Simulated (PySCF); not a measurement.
# I²⁺: dipole response in aug-cc-pwCVTZ-PP with ECP28

How polarisable is I²⁺ at the levels listed below?

The numbers are computed with PySCF 2.14.0 (unrestricted determinants in a Gaussian basis, no spin-orbit coupling in the energies), except any that are marked as measured or tabulated.

## 1. Starting point

| Property | Result |
| --- | --- |
| Element | iodine (Z = 53) |
| Basis | aug-cc-pwCVTZ-PP with ECP28MDF (8s7p6d4f1g, 96 functions) |
| Hamiltonian | scalar relativity through the core potential |
| State 1 | I²⁺: [Kr] 4d10 5s2 5p3, high-spin 4S determinant |
| Methods | UHF, PBE, PBE0, HSE06 |

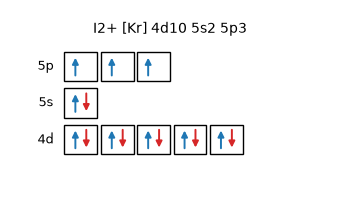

Outer shells as boxes.

One driver process ran all states and methods and kept the integrals in memory. Each run is shown as a PySCF script that sums up its settings (the driver passes frozen orbitals as a list and adds second-order terms of double hybrids); the logs are those of the runs themselves. The driver starts from symmetry-adapted Hartree-Fock orbitals, holds the occupation by maximum overlap and uses a logarithmic radial grid for functionals, so a plain start would take other cycles.

The integrals over 96 functions and the set-up took 1.3 s of CPU time.

## 2. I²⁺

**UHF**

input.py reads:

```python
from pyscf import gto, scf, dft, mp, cc
import basis_set_exchange as bse
txt = bse.get_basis("aug-cc-pwCVTZ-PP", elements=["I"], fmt="nwchem", header=False)
cut = txt.index("\nECP")
mol = gto.M(atom="I 0 0 0", charge=2, spin=3, symmetry="D2h",
            basis=gto.basis.parse(txt[:cut]),
            ecp={"I": gto.basis.parse_ecp(txt[cut:])})
mf = scf.UHF(mol)
mf.irrep_nelec = {'Ag': (4, 4), 'B1g': (1, 1), 'B2g': (1, 1), 'B3g': (1, 1), 'B1u': (2, 1), 'B2u': (2, 1), 'B3u': (2, 1)}
mf.kernel()
```

The log of the run:

```text
damping factor = 0
level_shift factor = 0
DIIS = <class 'pyscf.scf.diis.CDIIS'>
diis_start_cycle = 1
diis_space = 10
diis_damp = 0
SCF conv_tol = 1e-09
SCF conv_tol_grad = None
number electrons alpha = 13  beta = 10
cycle= 1 E= -293.662518038893  delta_E= -6.25e-12  |g|= 1.07e-06  |ddm|= 1.26e-05
converged SCF energy = -293.662518038893  <S^2> = 3.751506  2S+1 = 4.0007529
```

It used 6.9 s of CPU time after the integrals (shared host).

Orbital energies by shell (radii are means over both spins):

```
shell  electrons  mean orbital energy (eV)  spread (eV)  rms radius (bohr)
 4s α          1                   -231.33            0              0.796
 4s β          1                   -230.53            0              0.796
 4p α          3                   -172.09            0              0.853
 4p β          3                   -171.30            0              0.853
 4d α          5                   -82.923            0              0.995
 4d β          5                   -82.313            0              0.995
 5s α          1                   -45.289            0               2.03
 5s β          1                   -37.240            0               2.03
 5p α          3                   -30.313            0               2.34
```

⟨S²⟩ = 3.752, ⟨L²⟩ = 0.00.

The driver then solved the coupled dipole response at imaginary frequencies: mean α = 14.02 bohr³, C₆ = 98.71 au for a like pair.

Energies and moments cover only the electrons outside the core potential.

**PBE**

Changes to input.py:

```diff
@@ -7,3 +7,3 @@
             ecp={"I": gto.basis.parse_ecp(txt[cut:])})
-mf = scf.UHF(mol)
+mf = dft.UKS(mol, xc="PBE")
 mf.irrep_nelec = {'Ag': (4, 4), 'B1g': (1, 1), 'B2g': (1, 1), 'B3g': (1, 1), 'B1u': (2, 1), 'B2u': (2, 1), 'B3u': (2, 1)}
```

The log of the run:

```text
damping factor = 0
level_shift factor = 0
DIIS = <class 'pyscf.scf.diis.CDIIS'>
diis_start_cycle = 1
diis_space = 10
diis_damp = 0
SCF conv_tol = 1e-09
SCF conv_tol_grad = None
number electrons alpha = 13  beta = 10
XC functionals = PBE
    J. P. Perdew, K. Burke, and M. Ernzerhof.,  Phys. Rev. Lett. 77, 3865 (1996)
    J. P. Perdew, K. Burke, and M. Ernzerhof.,  Phys. Rev. Lett. 78, 1396 (1997)
    J. P. Perdew, K. Burke, and M. Ernzerhof.,  Phys. Rev. Lett. 77, 3865 (1996)
    J. P. Perdew, K. Burke, and M. Ernzerhof.,  Phys. Rev. Lett. 78, 1396 (1997)
cycle= 1 E= -294.597704888872  delta_E= -0.0066  |g|= 0.0178  |ddm|= 0.381
cycle= 2 E= -294.597744653075  delta_E= -3.98e-05  |g|= 0.00792  |ddm|= 0.0446
cycle= 3 E= -294.597750641249  delta_E= -5.99e-06  |g|= 0.00128  |ddm|= 0.00941
cycle= 4 E= -294.59775096948  delta_E= -3.28e-07  |g|= 5.73e-05  |ddm|= 0.00178
cycle= 5 E= -294.59775097002  delta_E= -5.4e-10  |g|= 1.09e-06  |ddm|= 7.28e-05
converged SCF energy = -294.59775097002  <S^2> = 3.7506085  2S+1 = 4.0003042
```

It used 3.9 s of CPU time after the integrals (shared host).

The driver then solved the coupled dipole response at imaginary frequencies: mean α = 13.77 bohr³, C₆ = 96.68 au for a like pair.

**PBE0**

Changes to input.py:

```diff
@@ -7,3 +7,3 @@
             ecp={"I": gto.basis.parse_ecp(txt[cut:])})
-mf = dft.UKS(mol, xc="PBE")
+mf = dft.UKS(mol, xc="PBE0")
 mf.irrep_nelec = {'Ag': (4, 4), 'B1g': (1, 1), 'B2g': (1, 1), 'B3g': (1, 1), 'B1u': (2, 1), 'B2u': (2, 1), 'B3u': (2, 1)}
```

The log of the run:

```text
damping factor = 0
level_shift factor = 0
DIIS = <class 'pyscf.scf.diis.CDIIS'>
diis_start_cycle = 1
diis_space = 10
diis_damp = 0
SCF conv_tol = 1e-09
SCF conv_tol_grad = None
number electrons alpha = 13  beta = 10
XC functionals = PBE0
    C. Adamo and V. Barone.,  J. Chem. Phys. 110, 6158 (1999)
    M. Ernzerhof and G. E. Scuseria.,  J. Chem. Phys. 110, 5029 (1999)
cycle= 1 E= -294.622580562801  delta_E= -0.00388  |g|= 0.011  |ddm|= 0.277
cycle= 2 E= -294.622596894782  delta_E= -1.63e-05  |g|= 0.00199  |ddm|= 0.0265
cycle= 3 E= -294.622597268283  delta_E= -3.74e-07  |g|= 0.000731  |ddm|= 0.0034
cycle= 4 E= -294.622597335384  delta_E= -6.71e-08  |g|= 8.34e-05  |ddm|= 0.00107
cycle= 5 E= -294.622597336672  delta_E= -1.29e-09  |g|= 1.43e-06  |ddm|= 0.00011
cycle= 6 E= -294.622597336673  delta_E= -3.41e-13  |g|= 6.33e-08  |ddm|= 6.81e-06
converged SCF energy = -294.622597336673  <S^2> = 3.7507321  2S+1 = 4.000366
```

CPU time 10 s on a shared host, the integrals not counted.

The driver then solved the coupled dipole response at imaginary frequencies: mean α = 13.73 bohr³, C₆ = 96.30 au for a like pair.

**HSE06**

Changes to input.py:

```diff
@@ -7,3 +7,3 @@
             ecp={"I": gto.basis.parse_ecp(txt[cut:])})
-mf = dft.UKS(mol, xc="PBE0")
+mf = dft.UKS(mol, xc="HSE06")
 mf.irrep_nelec = {'Ag': (4, 4), 'B1g': (1, 1), 'B2g': (1, 1), 'B3g': (1, 1), 'B1u': (2, 1), 'B2u': (2, 1), 'B3u': (2, 1)}
```

The log of the run:

```text
damping factor = 0
level_shift factor = 0
DIIS = <class 'pyscf.scf.diis.CDIIS'>
diis_start_cycle = 1
diis_space = 10
diis_damp = 0
SCF conv_tol = 1e-09
SCF conv_tol_grad = None
number electrons alpha = 13  beta = 10
XC functionals = HSE06
    J. Heyd, G. E. Scuseria, and M. Ernzerhof.,  J. Chem. Phys. 118, 8207 (2003)
    J. Heyd, G. E. Scuseria, and M. Ernzerhof.,  J. Chem. Phys. 124, 219906 (2006)
    A. V. Krukau, O. A. Vydrov, A. F. Izmaylov, and G. E. Scuseria.,  J. Chem. Phys. 125, 224106 (2006)
cycle= 1 E= -294.617839557058  delta_E= -0.00391  |g|= 0.0101  |ddm|= 0.277
cycle= 2 E= -294.617854991163  delta_E= -1.54e-05  |g|= 0.00173  |ddm|= 0.0263
cycle= 3 E= -294.61785527981  delta_E= -2.89e-07  |g|= 0.000488  |ddm|= 0.00295
cycle= 4 E= -294.617855308582  delta_E= -2.88e-08  |g|= 0.000102  |ddm|= 0.000748
cycle= 5 E= -294.617855310435  delta_E= -1.85e-09  |g|= 1.84e-06  |ddm|= 0.000119
cycle= 6 E= -294.617855310436  delta_E= -4.55e-13  |g|= 6.16e-08  |ddm|= 3.37e-06
converged SCF energy = -294.617855310436  <S^2> = 3.7506363  2S+1 = 4.0003181
```

CPU time 12 s on a shared host, the integrals not counted.

The driver then solved the coupled dipole response at imaginary frequencies: mean α = 13.80 bohr³, C₆ = 96.90 au for a like pair.

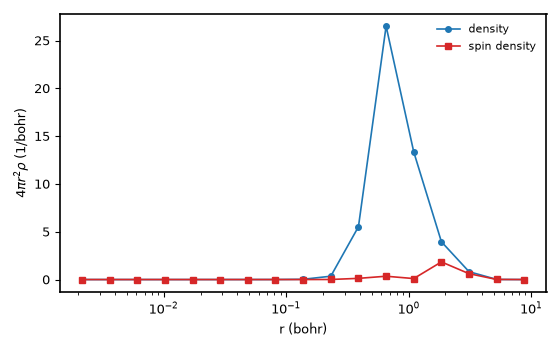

Radial density 4πr²ρ of I²⁺ at UHF, the electrons outside the core potential, at 17 stored radii joined by straight lines.

## 3. The response side by side

I²⁺, in atomic units:

```
method  mean α  C₆ (like pair)  S(−4)
   UHF   14.02           98.71  39.35
   PBE   13.77           96.68  36.84
  PBE0   13.73           96.30  36.47
 HSE06   13.80           96.90  36.88
```

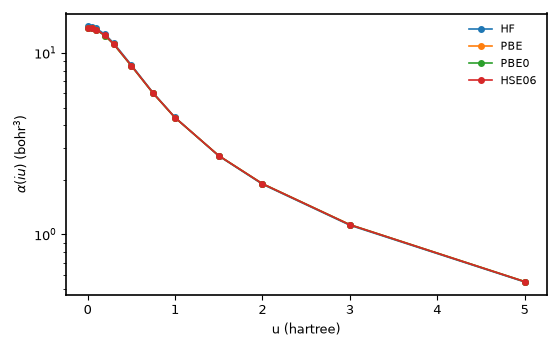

α(iu) of I²⁺, the polarisability at imaginary frequency, on a logarithmic scale.

## 4. Outcome

| quantity | value |
| --- | --- |
| α of I²⁺ | 13.73 (PBE0) to 14.02 (UHF) bohr³ |

A single London oscillator with the computed α and C₆ of I²⁺ at UHF would have ω = 4 C₆ / (3 α²) = 0.669 hartree. All values hold for this basis alone; no basis-set limit was taken.
